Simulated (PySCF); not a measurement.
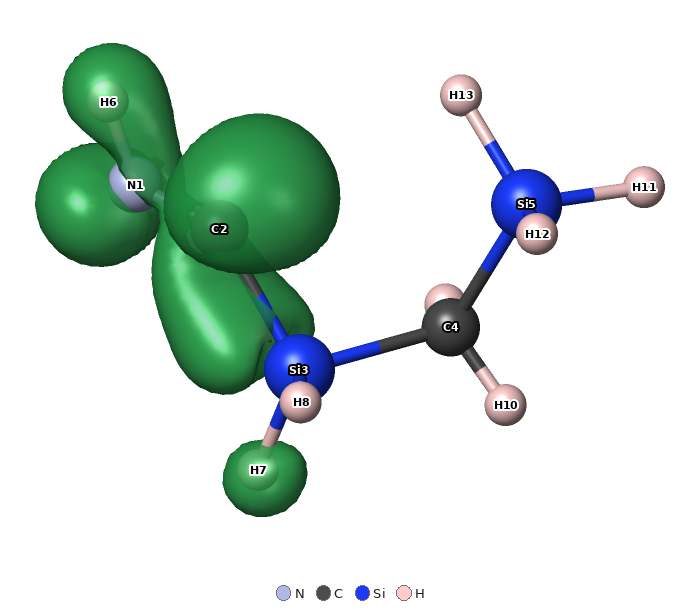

The picture shows: C2H8NSi2 (SMILES [H]/N=[C]/[SiH2]C[SiH3]) (doublet). Isosurfaces of the spin density (α minus β) at +0.02 (green) and −0.02 e/Å³ (red), seen across its widest extent.

Geometry: GFN2-xTB.

Method: UKS B3LYP, pcH-1 on C H N Si, non-relativistic, mean-field spin-orbit, GIAO (PySCF).

```xyz
13

N     2.6175    0.3977    1.3337
C     1.7837    0.2693    0.4487
Si    0.8526   -1.0897   -0.3970
C    -0.9640   -0.7107    0.0326
Si   -1.5768    1.0401   -0.3637
H     2.9806    1.2937    1.6432
H     1.1163   -2.5067   -0.0890
H     1.1419   -0.8530   -1.8166
H    -1.1288   -0.9096    1.0923
H    -1.5848   -1.4280   -0.5050
H    -3.0051    1.1438   -0.0421
H    -1.3895    1.3232   -1.7879
H    -0.8477    2.0301    0.4331
```

Q: Describe the spin distribution.

A: The unpaired spin (1 electron) lies mostly on C2 (about 0.5), N1 (about 0.3) and Si3 (about 0.1), in electrons by Hirshfeld's partition.
